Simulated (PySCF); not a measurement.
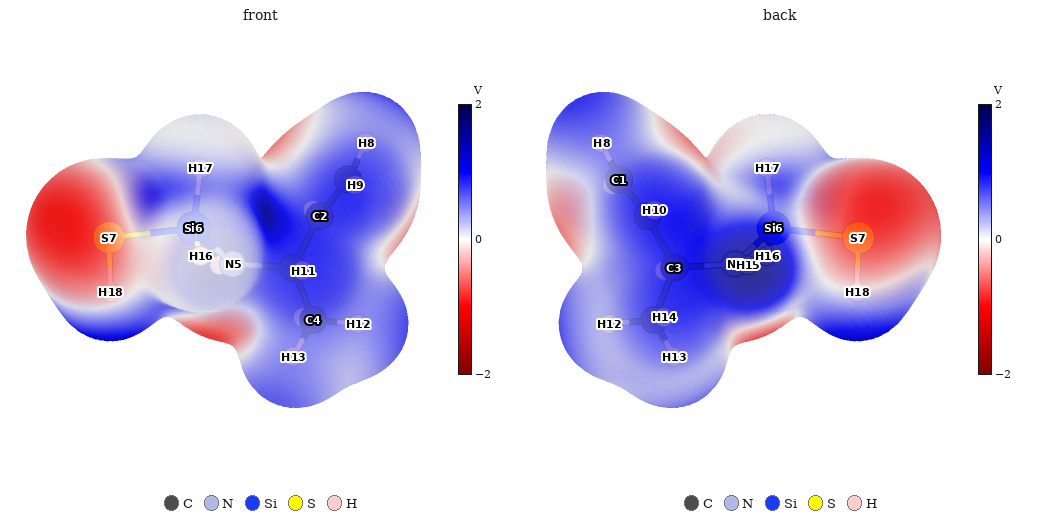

Figure. C4H11NSSi (SMILES C=C[C@H](C)N[SiH2]S). The electrostatic potential painted on the density surface at 0.002 e/bohr³, seen from the front and from behind; red is negative and blue positive.

Geometry: GFN2-xTB.

Theory: CAM-B3LYP/def2-SVPD, SCF density, gas phase in PySCF.

```yaml
atoms:
  - { symbol: C, position_ang: [2.4809, 0.6028, -0.1192] }
  - { symbol: C, position_ang: [1.4892, -0.1510, -0.5530] }
  - { symbol: C, position_ang: [0.3170, -0.5762, 0.2848] }
  - { symbol: C, position_ang: [0.1765, -2.0977, 0.2902] }
  - { symbol: N, position_ang: [-0.9085, 0.0270, -0.2090] }
  - { symbol: Si, position_ang: [-1.3666, 1.6239, 0.1923] }
  - { symbol: S, position_ang: [-3.2373, 1.9457, -0.8168] }
  - { symbol: H, position_ang: [3.2944, 0.9048, -0.7571] }
  - { symbol: H, position_ang: [2.5242, 0.9444, 0.9022] }
  - { symbol: H, position_ang: [1.4570, -0.4827, -1.5829] }
  - { symbol: H, position_ang: [0.4544, -0.2149, 1.3081] }
  - { symbol: H, position_ang: [1.0724, -2.5560, 0.7009] }
  - { symbol: H, position_ang: [-0.6793, -2.3900, 0.8932] }
  - { symbol: H, position_ang: [0.0303, -2.4658, -0.7237] }
  - { symbol: H, position_ang: [-1.1602, -0.3376, -1.1182] }
  - { symbol: H, position_ang: [-1.5879, 1.6581, 1.6348] }
  - { symbol: H, position_ang: [-0.5407, 2.7368, -0.2654] }
  - { symbol: H, position_ang: [-3.8245, 0.8348, -0.4021] }
```

> Which sites attract a positive test charge, and which a negative one?

A positive charge is drawn to the negative regions and a negative charge to the positive ones. The most negative region (about −1.0 V, or −23 kcal/mol for a unit charge) lies over S7, the most positive (about +1.6 V, or +37 kcal/mol for a unit charge) over H15.

> What dipole moment does the calculation give?

Its dipole moment is 2.30 D.
